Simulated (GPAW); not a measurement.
# Surface energies of Ir: faces and functionals

Which face of Ir costs least to make, and how far does the functional move the answer?

**Method.** GPAW 26.7.0, plane waves at 450 eV with PAW setups; symmetric 1×1 slabs cut at the tabulated lattice constant (two decimals; low-temperature values for the alkali metals), atoms at bulk places, 7.5 Å of vacuum on each side, one in-plane mesh for all thicknesses, Fermi-Dirac smearing of 0.1 eV. Energies are extrapolated to zero smearing and count from the program's reference atoms. Each γ comes from a line through the energies of slabs of six layers and more, E(n) = nε + 2Aγ.

Results:

| face | area an atom (Å²) | γ LDA (J/m²) | γ PBE (J/m²) | γ RPBE (J/m²) |
| --- | --- | --- | --- | --- |
| (111) | 6.39 | 2.98 | 2.28 | 2.01 |
| (100) | 7.37 | 3.69 | 2.92 | 2.63 |
| (110) | 10.43 | 3.80 | 2.97 | 2.66 |

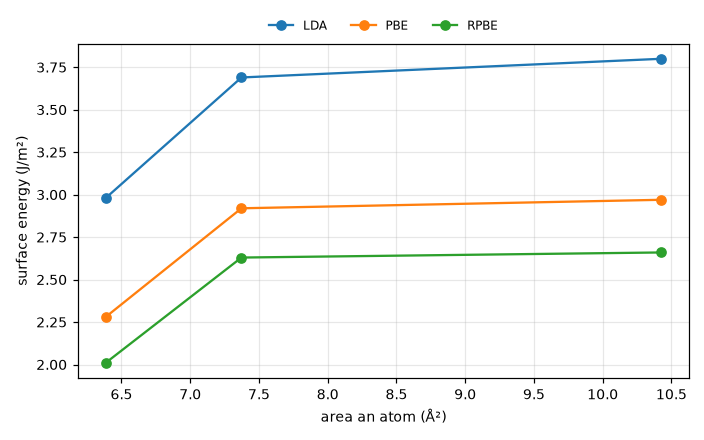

Surface energy against the openness of the face.

**Answer.** With PBE the surface energy runs from 2.28 J/m² on (111) to 2.97 J/m² on (110). The densest face, (111), is the cheapest. Per surface atom the cost is 0.91 eV on (111), 1.34 eV on (100) and 1.93 eV on (110), rising as the faces open up and each atom loses more neighbours. On every face the functionals order as LDA > PBE > RPBE, by 0.97 to 1.14 J/m² from first to last: the stronger the gradient correction to exchange, the less a surface costs.

**Limits.** The surfaces are unrelaxed and unreconstructed; relaxation lowers the open faces most. All functionals use the tabulated lattice constant. Faces whose energies scatter by over 20 meV about the line were left out.
